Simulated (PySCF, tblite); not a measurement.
# C5H2FNO: dynamics, then NMR shifts on frames, part 2 of 2

tblite 0.8.0 and PySCF 2.14.0. Atoms count from 0. The steps go on from the part before.

## 5. Nuclear shieldings: 625 fs, PBE0/pcSseg-1

What the job is given:

```
{"job": {"kind": "nmr", "xc": "PBE0", "basis": "pcSseg-1", "pop": false}, "charge": 0, "multiplicity": 1}
C     -2.823100    -1.230600     0.069500
C     -1.719600    -0.843100     0.141000
C     -0.364800    -0.551800     0.150400
N      0.662500    -1.241000     0.669800
C      1.774700    -0.772400     0.294900
O      1.661200     0.338100    -0.524600
C      0.285200     0.436200    -0.505200
F     -0.307700     1.487000    -1.029900
H     -3.810500    -1.622200     0.184300
H      2.750800    -1.094300     0.663400
```

Level: GIAO PBE0/pcSseg-1 NMR shielding, non-relativistic, gas phase.

Log:

```text
coarse grid: 9904 points
cycle   1  E = -420.7429468637  dE =  1.924e+00  |g| = 7.401e-01  |ddm| = 3.401e+00
cycle   2  E = -420.5932786957  dE =  1.497e-01  |g| = 1.135e+00  |ddm| = 1.467e+00
cycle   3  E = -420.8533752892  dE = -2.601e-01  |g| = 1.325e-01  |ddm| = 8.998e-01
cycle   4  E = -420.8558061610  dE = -2.431e-03  |g| = 8.957e-02  |ddm| = 1.755e-01
cycle   5  E = -420.8574595244  dE = -1.653e-03  |g| = 1.670e-02  |ddm| = 6.846e-02
cycle   6  E = -420.8575101605  dE = -5.064e-05  |g| = 5.706e-03  |ddm| = 1.699e-02
cycle   7  E = -420.8575168650  dE = -6.705e-06  |g| = 1.886e-03  |ddm| = 5.578e-03
final grid: 100592 points
cycle   8  E = -420.9213786332  dE = -1.992e-05  |g| = 1.057e-02  |ddm| = 4.573e-02
cycle   9  E = -420.9213341617  dE =  4.447e-05  |g| = 1.887e-02  |ddm| = 1.759e-02
cycle  10  E = -420.9213979250  dE = -6.376e-05  |g| = 1.716e-03  |ddm| = 1.207e-02
cycle  11  E = -420.9213985440  dE = -6.190e-07  |g| = 4.873e-04  |ddm| = 1.575e-03
cycle  12  E = -420.9213985911  dE = -4.714e-08  |g| = 1.655e-04  |ddm| = 4.586e-04
cycle  13  E = -420.9213985965  dE = -5.350e-09  |g| = 8.001e-05  |ddm| = 1.651e-04
cycle  14  E = -420.9213985979  dE = -1.428e-09  |g| = 1.498e-05  |ddm| = 6.340e-05
cycle  15  E = -420.9213985980  dE = -4.445e-11  |g| = 6.624e-06  |ddm| = 1.786e-05
converged SCF energy = -420.9213985980

GIAO shielding tensors (ppm)
atom      isotropic    diamagn.    paramagn.     s11        s22        s33       span
  0 C       92.233     260.140    -167.907     20.423     44.992    211.285    190.862
  1 C      112.689     245.490    -132.801     15.861     24.054    298.151    282.291
  2 C       87.815     258.679    -170.865     26.218     92.993    144.233    118.015
  3 N      -40.187     328.095    -368.282   -255.301    -91.418    226.158    481.459
  4 C       47.405     253.414    -206.009    -25.789     75.031     92.973    118.762
  5 O       11.800     400.910    -389.110   -101.496    -46.691    183.588    285.084
  6 C        5.988     253.582    -247.594    -66.747     32.739     51.972    118.718
  7 F      274.468     472.288    -197.821    180.492    269.701    373.210    192.718
  8 H       28.116      31.855      -3.739     24.110     24.484     35.754     11.644
  9 H       24.163      27.559      -3.396     19.939     24.220     28.329      8.391
```

It took 12 s on 1 thread of Intel Xeon Platinum 8488C, shared host; peak memory 0.71 GiB.

In short: δ C6 180.9, C4 139.5, C2 99.1, C0 94.7, H9 7.55, H8 3.60 ppm.

## 6. Shielding tensors: 800 fs, PBE0/pcSseg-1

What the job is given:

```
{"job": {"kind": "nmr", "xc": "PBE0", "basis": "pcSseg-1", "pop": false}, "charge": 0, "multiplicity": 1}
C     -2.930900    -1.320000    -0.172300
C     -1.858400    -0.920400     0.238700
C     -0.555700    -0.247000     0.458000
N      0.532800    -0.748100     1.199100
C      1.477100     0.155700     0.979100
O      1.187000     1.083900     0.059500
C     -0.108500     0.849800    -0.238300
F     -0.633800     1.624700    -1.146600
H     -3.760300    -2.035300    -0.179800
H      2.449600     0.273000     1.553600
```

Level: GIAO PBE0/pcSseg-1 NMR shielding, non-relativistic, gas phase.

Log:

```text
coarse grid: 9904 points
cycle   1  E = -420.7578556685  dE =  1.600e+00  |g| = 7.015e-01  |ddm| = 3.337e+00
cycle   2  E = -420.6302869495  dE =  1.276e-01  |g| = 1.062e+00  |ddm| = 1.432e+00
cycle   3  E = -420.8552812162  dE = -2.250e-01  |g| = 1.422e-01  |ddm| = 9.014e-01
cycle   4  E = -420.8580503003  dE = -2.769e-03  |g| = 9.344e-02  |ddm| = 1.691e-01
cycle   5  E = -420.8599145999  dE = -1.864e-03  |g| = 1.841e-02  |ddm| = 6.518e-02
cycle   6  E = -420.8599653753  dE = -5.078e-05  |g| = 1.103e-02  |ddm| = 2.177e-02
cycle   7  E = -420.8599929099  dE = -2.753e-05  |g| = 3.116e-03  |ddm| = 9.159e-03
cycle   8  E = -420.8599951510  dE = -2.241e-06  |g| = 5.621e-04  |ddm| = 3.137e-03
final grid: 100592 points
cycle   9  E = -420.9244863311  dE = -1.913e-05  |g| = 1.012e-02  |ddm| = 3.089e-02
cycle  10  E = -420.9244443195  dE =  4.201e-05  |g| = 1.804e-02  |ddm| = 1.726e-02
cycle  11  E = -420.9245035398  dE = -5.922e-05  |g| = 2.350e-03  |ddm| = 1.220e-02
cycle  12  E = -420.9245047565  dE = -1.217e-06  |g| = 5.379e-04  |ddm| = 2.084e-03
cycle  13  E = -420.9245048131  dE = -5.664e-08  |g| = 2.141e-04  |ddm| = 4.915e-04
cycle  14  E = -420.9245048227  dE = -9.539e-09  |g| = 8.156e-05  |ddm| = 1.934e-04
cycle  15  E = -420.9245048242  dE = -1.528e-09  |g| = 1.416e-05  |ddm| = 6.800e-05
cycle  16  E = -420.9245048242  dE = -3.649e-11  |g| = 6.179e-06  |ddm| = 1.479e-05
converged SCF energy = -420.9245048242

GIAO shielding tensors (ppm)
atom      isotropic    diamagn.    paramagn.     s11        s22        s33       span
  0 C       92.797     265.280    -172.484     24.163     29.350    224.877    200.714
  1 C       98.637     254.441    -155.804     -1.897      4.941    292.866    294.763
  2 C       74.962     261.958    -186.995     32.083     63.848    128.955     96.872
  3 N      -59.121     325.421    -384.541   -270.345   -105.524    198.507    468.851
  4 C       33.181     252.213    -219.032    -55.905     63.332     92.116    148.021
  5 O       14.191     399.099    -384.908   -101.765    -41.838    186.176    287.941
  6 C       14.343     252.720    -238.377    -53.064     35.325     60.769    113.833
  7 F      294.495     471.758    -177.262    213.229    284.290    385.966    172.737
  8 H       27.090      29.197      -2.107     22.992     23.116     35.162     12.170
  9 H       23.140      26.054      -2.914     19.213     23.416     26.790      7.577
```

Wall time 12 s (1 thread of Intel Xeon Platinum 8488C, shared host); peak memory 0.71 GiB.

Key values: δ C6 172.6, C4 153.7, C2 112.0, C0 94.1, H9 8.58, H8 4.63 ppm.

## 7. Shielding tensors: 1000 fs, PBE0/pcSseg-1

What the job is given:

```
{"job": {"kind": "nmr", "xc": "PBE0", "basis": "pcSseg-1", "pop": false}, "charge": 0, "multiplicity": 1}
C     -3.425900    -1.186400    -0.452500
C     -2.352200    -0.598900    -0.256600
C     -1.267900     0.000900     0.388000
N     -0.706500    -0.349700     1.584100
C      0.432900     0.258900     1.607700
O      0.812800     0.958400     0.499100
C     -0.358100     0.828800    -0.197400
F     -0.214800     1.460700    -1.301700
H     -4.005100    -1.786300    -1.157700
H      1.243000     0.330600     2.300200
```

Level: GIAO PBE0/pcSseg-1 NMR shielding, non-relativistic, gas phase.

Log:

```text
coarse grid: 9904 points
cycle   1  E = -420.7437583350  dE =  1.832e+00  |g| = 7.152e-01  |ddm| = 3.322e+00
cycle   2  E = -420.5728053379  dE =  1.710e-01  |g| = 1.153e+00  |ddm| = 1.558e+00
cycle   3  E = -420.8411241788  dE = -2.683e-01  |g| = 1.822e-01  |ddm| = 1.024e+00
cycle   4  E = -420.8462209332  dE = -5.097e-03  |g| = 1.162e-01  |ddm| = 2.221e-01
cycle   5  E = -420.8493585175  dE = -3.138e-03  |g| = 2.982e-02  |ddm| = 8.911e-02
cycle   6  E = -420.8495343087  dE = -1.758e-04  |g| = 1.159e-02  |ddm| = 2.923e-02
cycle   7  E = -420.8495617746  dE = -2.747e-05  |g| = 3.292e-03  |ddm| = 1.035e-02
cycle   8  E = -420.8495639808  dE = -2.206e-06  |g| = 7.772e-04  |ddm| = 3.382e-03
final grid: 100592 points
cycle   9  E = -420.9132325945  dE = -1.868e-05  |g| = 1.096e-02  |ddm| = 2.817e-02
cycle  10  E = -420.9131783533  dE =  5.424e-05  |g| = 2.028e-02  |ddm| = 1.854e-02
cycle  11  E = -420.9132530727  dE = -7.472e-05  |g| = 2.155e-03  |ddm| = 1.316e-02
cycle  12  E = -420.9132540637  dE = -9.910e-07  |g| = 5.939e-04  |ddm| = 1.838e-03
cycle  13  E = -420.9132541324  dE = -6.871e-08  |g| = 2.295e-04  |ddm| = 5.505e-04
cycle  14  E = -420.9132541431  dE = -1.073e-08  |g| = 1.014e-04  |ddm| = 2.200e-04
cycle  15  E = -420.9132541457  dE = -2.518e-09  |g| = 1.736e-05  |ddm| = 9.329e-05
cycle  16  E = -420.9132541457  dE = -5.605e-11  |g| = 7.199e-06  |ddm| = 1.979e-05
converged SCF energy = -420.9132541457

GIAO shielding tensors (ppm)
atom      isotropic    diamagn.    paramagn.     s11        s22        s33       span
  0 C       79.591     268.587    -188.996     -7.761     45.756    200.779    208.540
  1 C       94.411     255.716    -161.304    -17.245      7.698    292.781    310.026
  2 C       90.967     259.433    -168.466     42.502     89.565    140.834     98.332
  3 N      -29.665     328.614    -358.279   -232.906    -65.552    209.463    442.369
  4 C       37.731     252.282    -214.551    -38.211     54.747     96.657    134.868
  5 O      -10.648     401.374    -412.021   -125.720    -76.414    170.191    295.911
  6 C       10.089     252.672    -242.583    -53.271     24.465     59.073    112.344
  7 F      280.619     472.102    -191.484    202.556    255.608    383.692    181.136
  8 H       26.588      29.773      -3.185     22.098     23.832     33.833     11.736
  9 H       24.835      29.323      -4.488     20.538     24.839     29.127      8.589
```

It took 12 s on 1 thread of Intel Xeon Platinum 8488C, shared host; peak memory 0.71 GiB.

In short: δ C6 176.8, C4 149.2, C0 107.3, C2 96.0, H9 6.88, H8 5.13 ppm.

## 8. Side by side: NMR shifts

Shifts (ppm) of some atoms, chosen among heavy atoms and hydrogens apart, with basis size and wall time:

| frame | C2 | C1 | H9 | H8 | N3 | O5 | F7 | functions | time |
| --- | --- | --- | --- | --- | --- | --- | --- | --- | --- |
| 250 fs | 106.5 | 79.8 | 6.53 | 2.57 | 304.4 | 307.9 | -115.1 | 146 | 12 s |
| 425 fs | 110.7 | 76.9 | 7.63 | 5.05 | 327.1 | 343.6 | -113.7 | 146 | 12 s |
| 625 fs | 99.1 | 74.2 | 7.55 | 3.60 | 307.9 | 324.3 | -103.5 | 146 | 12 s |
| 800 fs | 112.0 | 88.3 | 8.58 | 4.63 | 326.8 | 321.9 | -123.5 | 146 | 12 s |
| 1000 fs | 96.0 | 92.5 | 6.88 | 5.13 | 297.4 | 346.7 | -109.7 | 146 | 12 s |

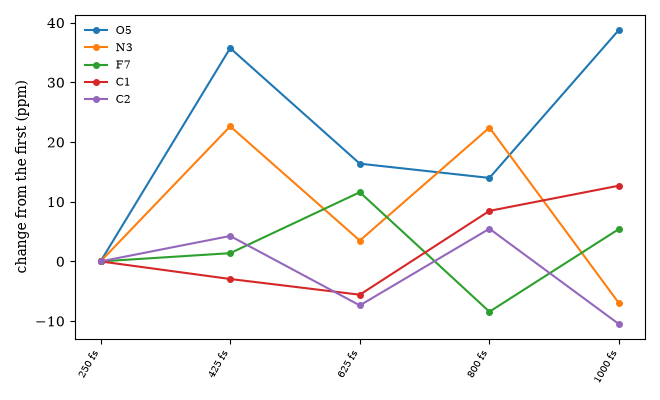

How five of the tabulated atoms move from run to run.

## 9. Results

This closing draws on all 2 parts.

```
                                        quantity                                 value
                                      thermostat                                 400 K
                   mean temperature, second half                                 432 K
         mean potential energy above the minimum                               0.52 eV
  13C shifts against TMS (PBE0/pcSseg-1, 250 fs)  181.9, 137.8, 106.5, 105.1, 79.8 ppm
   1H shifts against TMS (PBE0/pcSseg-1, 250 fs)                        6.53, 2.57 ppm
  15N shifts against NH3 (PBE0/pcSseg-1, 250 fs)                             304.4 ppm
  17O shifts against H2O (PBE0/pcSseg-1, 250 fs)                             307.9 ppm
19F shifts against CFCl3 (PBE0/pcSseg-1, 250 fs)                            -115.1 ppm
                        range of the shift of O5                    307.9 to 346.7 ppm
```

What this shows: In the second half the potential energy averages 0.52 eV above the minimum; equipartition over 24 harmonic modes at 400 K would give 0.41 eV. With 10 atoms the temperature swings widely (232 to 634 K). Shifts at one fixed geometry are not the observed spectrum, which averages over the motion. In the first frame run (250 fs): The widest tensor belongs to N3: span 467 ppm, with a paramagnetic part of -362 ppm. NICS(1)zz of -22 ppm above the planar ring from C2 marks a diatropic (aromatic) ring current. In ppm, O5 moves most: its shift spreads over 38.8 ppm, from 307.9 (250 fs) to 346.7 (1000 fs).
